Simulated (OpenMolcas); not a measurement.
Excited-state calculation, with input and output: BSiH$_{3}$ClO (part 2 of 3)

BSiH$_{3}$ClO, multiplicity 2, SMILES [SiH3]O[B]Cl; MC-PDFT (tLSDA)/ANO-S-VDZ (OpenMolcas 26.06). The geometry comes from this level: PBE0-D4/def2-TZVP.

Geometry of the input (Å):
```
Si -0.5730  0.7754  0.3748
O  0.0449  -0.6484  -0.2336
B  1.2562  -1.0421  -0.5966
Cl 1.6050  -2.6368  -1.2191
H  -1.2013  0.4568  1.6761
H  0.5156  1.7666  0.5412
H  -1.5863  1.2604  -0.5884
```

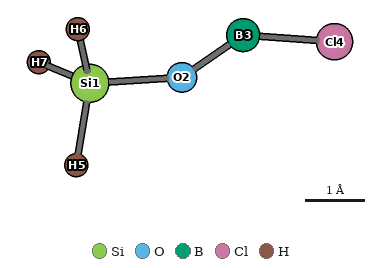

Figure 1. The input geometry (ball-and-stick view, seen at a tilt; atoms are numbered from 1 in the order of the input).

**Log, continued**
```
      Mulliken population analysis for root number:  1
      -----------------------------------------------

++    Molecular charges:
      ------------------

      Mulliken charges per centre
      ---------------------------

                SI1     O2      B3      CL4     H5      H6      H7
      Total   12.8449  8.7539  4.5810 17.2833  1.1817  1.1734  1.1818

      N-E      1.1551 -0.7539  0.4190 -0.2833 -0.1817 -0.1734 -0.1818

      Total electronic charge=   47.000000

      Total            charge=   -0.000000
--

      Expectation values of various properties for root number:  1
      -----------------------------------------------------------

++    Molecular properties:
      ---------------------

      Charge (e):
                      =   -0.0000
      Dipole Moment (debye):
      Origin of the operator (angstrom)=    0.5631   -0.9556   -0.4389
                   X= -1.5343E+00               Y=  4.2246E+00               Z=  1.7580E+00           Total=  4.8261E+00
      Quadrupole Moment (debye*angstrom):
      Origin of the operator (angstrom)=    0.5631   -0.9556   -0.4389
                  XX= -4.3869E+01              XY=  5.3537E-01              XZ=  9.2310E-01              YY= -4.3204E+01
                  YZ= -1.2434E+00              ZZ= -4.0539E+01
      In traceless form (debye*angstrom)
                  XX= -1.9975E+00              XY=  8.0306E-01              XZ=  1.3846E+00              YY= -1.0002E+00
                  YZ= -1.8651E+00              ZZ=  2.9978E+00
--

      Mulliken spin population analysis for root number:  1
      ---------------------------------------------------

++    Molecular charges:
      ------------------

      Mulliken spin population per centre
      ---------------------------

                SI1     O2      B3      CL4     H5      H6      H7
      Total    0.0137  0.0147  0.9041  0.0626  0.0000  0.0048  0.0000

      Total electronic spin=    1.000000
--

      LoProp population analysis for root number:  1
      -----------------------------------------------

++    LoProp analysis:
      ----------------

++    Static properties:
      ------------------

      LoProp Charges per center

                   SI1      O2       B3       CL4      H5       H6       H7
      Nuclear     14.0000   8.0000   5.0000  17.0000   1.0000   1.0000   1.0000
      Electronic -13.1955  -8.6477  -4.6134 -17.2395  -1.0995  -1.1047  -1.0997

      Total        0.8045  -0.6477   0.3866  -0.2395  -0.0995  -0.1047  -0.0997
--

      Natural Bond Order analysis for root number:  1

++    Natural Bond Order analysis
      ---------------------------
      Based on LoProp computed density
      -------------------------------------------------------------------------------------
      Atom A       Atom B       Bond Order
      -------------------------------------------------------------------------------------
      NBO located      0.993 non-bonded electrons on atom SI1
      NBO located      1.000 non-bonded electrons on atom SI1
      NBO located      0.997 non-bonded electrons on atom SI1
      NBO located      0.998 non-bonded electrons on atom SI1
      NBO located      0.998 non-bonded electrons on atom SI1
      NBO located      1.000 non-bonded electrons on atom O2
      NBO located      0.992 non-bonded electrons on atom O2
      NBO located      0.992 non-bonded electrons on atom B3
      NBO located      0.981 non-bonded electrons on atom CL4
      NBO located      1.016 non-bonded electrons on atom CL4
      NBO located      0.998 non-bonded electrons on atom CL4
      NBO located      1.000 non-bonded electrons on atom CL4
      NBO located      1.000 non-bonded electrons on atom CL4
      NBO located      1.000 non-bonded electrons on atom CL4
      NBO located      1.000 non-bonded electrons on atom CL4
      The remaining    9.640 electrons are to be considered as diffuse
--

--

      Von Neumann Entropy (Root   2) =  0.53081

      Mulliken population analysis for root number:  2
      -----------------------------------------------

++    Molecular charges:
      ------------------

      Mulliken charges per centre
      ---------------------------

                SI1     O2      B3      CL4     H5      H6      H7
      Total   12.8217  8.7467  4.7269 17.1639  1.1856  1.1692  1.1861

      N-E      1.1783 -0.7467  0.2731 -0.1639 -0.1856 -0.1692 -0.1861

      Total electronic charge=   47.000000

      Total            charge=   -0.000000
--

      Expectation values of various properties for root number:  2
      -----------------------------------------------------------

++    Molecular properties:
      ---------------------

      Charge (e):
                      =   -0.0000
      Dipole Moment (debye):
      Origin of the operator (angstrom)=    0.5631   -0.9556   -0.4389
                   X=  4.4650E-01               Y=  4.3061E+00               Z=  1.4190E+00           Total=  4.5558E+00
      Quadrupole Moment (debye*angstrom):
      Origin of the operator (angstrom)=    0.5631   -0.9556   -0.4389
                  XX= -4.0212E+01              XY=  1.5695E+00              XZ= -1.2167E-01              YY= -4.0882E+01
                  YZ=  7.4392E-01              ZZ= -4.3543E+01
      In traceless form (debye*angstrom)
                  XX=  2.0000E+00              XY=  2.3543E+00              XZ= -1.8250E-01              YY=  9.9614E-01
                  YZ=  1.1159E+00              ZZ= -2.9961E+00
--

      Mulliken spin population analysis for root number:  2
      ---------------------------------------------------

++    Molecular charges:
      ------------------

      Mulliken spin population per centre
      ---------------------------

                SI1     O2      B3      CL4     H5      H6      H7
      Total   -0.0099  0.0051  1.0185 -0.0221  0.0039  0.0002  0.0042

      Total electronic spin=    1.000000
--

      LoProp population analysis for root number:  2
      -----------------------------------------------

++    LoProp analysis:
      ----------------

++    Static properties:
      ------------------

      LoProp Charges per center

                   SI1      O2       B3       CL4      H5       H6       H7
      Nuclear     14.0000   8.0000   5.0000  17.0000   1.0000   1.0000   1.0000
      Electronic -13.1748  -8.6971  -4.7036 -17.1193  -1.1008  -1.1032  -1.1011

      Total        0.8252  -0.6971   0.2964  -0.1193  -0.1008  -0.1032  -0.1011
--

      Natural Bond Order analysis for root number:  2

++    Natural Bond Order analysis
      ---------------------------
      Based on LoProp computed density
      -------------------------------------------------------------------------------------
      Atom A       Atom B       Bond Order
      -------------------------------------------------------------------------------------
      NBO located      0.993 non-bonded electrons on atom SI1
      NBO located      1.000 non-bonded electrons on atom SI1
      NBO located      0.997 non-bonded electrons on atom SI1
      NBO located      0.998 non-bonded electrons on atom SI1
      NBO located      0.998 non-bonded electrons on atom SI1
      NBO located      1.000 non-bonded electrons on atom O2
      NBO located      0.957 non-bonded electrons on atom O2
      NBO located      0.993 non-bonded electrons on atom B3
      NBO located      0.945 non-bonded electrons on atom CL4
      NBO located      1.013 non-bonded electrons on atom CL4
      NBO located      0.999 non-bonded electrons on atom CL4
      NBO located      1.000 non-bonded electrons on atom CL4
      NBO located      1.000 non-bonded electrons on atom CL4
      NBO located      1.000 non-bonded electrons on atom CL4
      NBO located      1.000 non-bonded electrons on atom CL4
      The remaining    9.609 electrons are to be considered as diffuse
--

--

      Von Neumann Entropy (Root   3) =  0.71542

      Mulliken population analysis for root number:  3
      -----------------------------------------------

++    Molecular charges:
      ------------------

      Mulliken charges per centre
      ---------------------------

                SI1     O2      B3      CL4     H5      H6      H7
      Total   12.8531  8.7436  5.4602 16.4034  1.1819  1.1759  1.1820

      N-E      1.1469 -0.7436 -0.4602  0.5966 -0.1819 -0.1759 -0.1820

      Total electronic charge=   47.000000

      Total            charge=   -0.000000
--

      Expectation values of various properties for root number:  3
      -----------------------------------------------------------

++    Molecular properties:
      ---------------------

      Charge (e):
                      =   -0.0000
      Dipole Moment (debye):
      Origin of the operator (angstrom)=    0.5631   -0.9556   -0.4389
                   X= -1.9223E+00               Y= -3.4203E+00               Z= -8.4103E-01           Total=  4.0126E+00
      Quadrupole Moment (debye*angstrom):
      Origin of the operator (angstrom)=    0.5631   -0.9556   -0.4389
                  XX= -4.4179E+01              XY= -8.0132E+00              XZ= -2.2886E+00              YY= -3.3844E+01
                  YZ=  4.1477E+00              ZZ= -3.9602E+01
      In traceless form (debye*angstrom)
                  XX= -7.4561E+00              XY= -1.2020E+01              XZ= -3.4329E+00              YY=  8.0460E+00
                  YZ=  6.2216E+00              ZZ= -5.8992E-01
--

      Mulliken spin population analysis for root number:  3
      ---------------------------------------------------

++    Molecular charges:
      ------------------

      Mulliken spin population per centre
      ---------------------------

                SI1     O2      B3      CL4     H5      H6      H7
      Total    0.0040  0.0239  0.0297  0.9402  0.0001  0.0020  0.0001

      Total electronic spin=    1.000000
--

      LoProp population analysis for root number:  3
      -----------------------------------------------

++    LoProp analysis:
      ----------------

++    Static properties:
      ------------------

      LoProp Charges per center

                   SI1      O2       B3       CL4      H5       H6       H7
      Nuclear     14.0000   8.0000   5.0000  17.0000   1.0000   1.0000   1.0000
      Electronic -13.2128  -8.6691  -5.3817 -16.4314  -1.1001  -1.1046  -1.1004

      Total        0.7872  -0.6691  -0.3817   0.5686  -0.1001  -0.1046  -0.1004
--

      Natural Bond Order analysis for root number:  3

++    Natural Bond Order analysis
      ---------------------------
      Based on LoProp computed density
      -------------------------------------------------------------------------------------
      Atom A       Atom B       Bond Order
      -------------------------------------------------------------------------------------
      NBO located      0.993 non-bonded electrons on atom SI1
      NBO located      1.000 non-bonded electrons on atom SI1
      NBO located      0.997 non-bonded electrons on atom SI1
      NBO located      0.998 non-bonded electrons on atom SI1
      NBO located      0.998 non-bonded electrons on atom SI1
      NBO located      0.905 non-bonded electrons on atom O2
      NBO located      1.000 non-bonded electrons on atom O2
      NBO located      0.991 non-bonded electrons on atom O2
      NBO located      0.991 non-bonded electrons on atom B3
      NBO located      0.996 non-bonded electrons on atom CL4
      NBO located      1.001 non-bonded electrons on atom CL4
      NBO located      1.000 non-bonded electrons on atom CL4
      NBO located      1.000 non-bonded electrons on atom CL4
      NBO located      1.000 non-bonded electrons on atom CL4
      NBO located      1.000 non-bonded electrons on atom CL4
      The remaining    9.344 electrons are to be considered as diffuse
--

--

      Von Neumann Entropy (Root   4) =  1.44655

      Mulliken population analysis for root number:  4
      -----------------------------------------------

++    Molecular charges:
      ------------------

      Mulliken charges per centre
      ---------------------------

                SI1     O2      B3      CL4     H5      H6      H7
      Total   12.8291  8.7238  5.4700 16.4354  1.1856  1.1702  1.1860

      N-E      1.1709 -0.7238 -0.4700  0.5646 -0.1856 -0.1702 -0.1860

      Total electronic charge=   47.000000

      Total            charge=   -0.000000
--

      Expectation values of various properties for root number:  4
      -----------------------------------------------------------

++    Molecular properties:
      ---------------------

      Charge (e):
                      =   -0.0000
      Dipole Moment (debye):
      Origin of the operator (angstrom)=    0.5631   -0.9556   -0.4389
                   X= -2.9405E-02               Y= -2.1689E+00               Z= -7.5383E-01           Total=  2.2963E+00
      Quadrupole Moment (debye*angstrom):
      Origin of the operator (angstrom)=    0.5631   -0.9556   -0.4389
                  XX= -4.0479E+01              XY= -6.0018E+00              XZ= -2.9286E+00              YY= -3.3571E+01
                  YZ=  5.1057E+00              ZZ= -4.2664E+01
      In traceless form (debye*angstrom)
                  XX= -2.3618E+00              XY= -9.0027E+00              XZ= -4.3929E+00              YY=  8.0004E+00
                  YZ=  7.6586E+00              ZZ= -5.6386E+00
--

      Mulliken spin population analysis for root number:  4
      ---------------------------------------------------

++    Molecular charges:
      ------------------

      Mulliken spin population per centre
      ---------------------------

                SI1     O2      B3      CL4     H5      H6      H7
      Total    0.0035  0.0061  1.2345 -0.2517  0.0022  0.0031  0.0024

      Total electronic spin=    1.000000
--

      LoProp population analysis for root number:  4
      -----------------------------------------------

++    LoProp analysis:
      ----------------

++    Static properties:
      ------------------

      LoProp Charges per center

                   SI1      O2       B3       CL4      H5       H6       H7
      Nuclear     14.0000   8.0000   5.0000  17.0000   1.0000   1.0000   1.0000
      Electronic -13.1960  -8.6940  -5.3430 -16.4620  -1.1012  -1.1022  -1.1016

      Total        0.8040  -0.6940  -0.3430   0.5380  -0.1012  -0.1022  -0.1016
--

      Natural Bond Order analysis for root number:  4
```
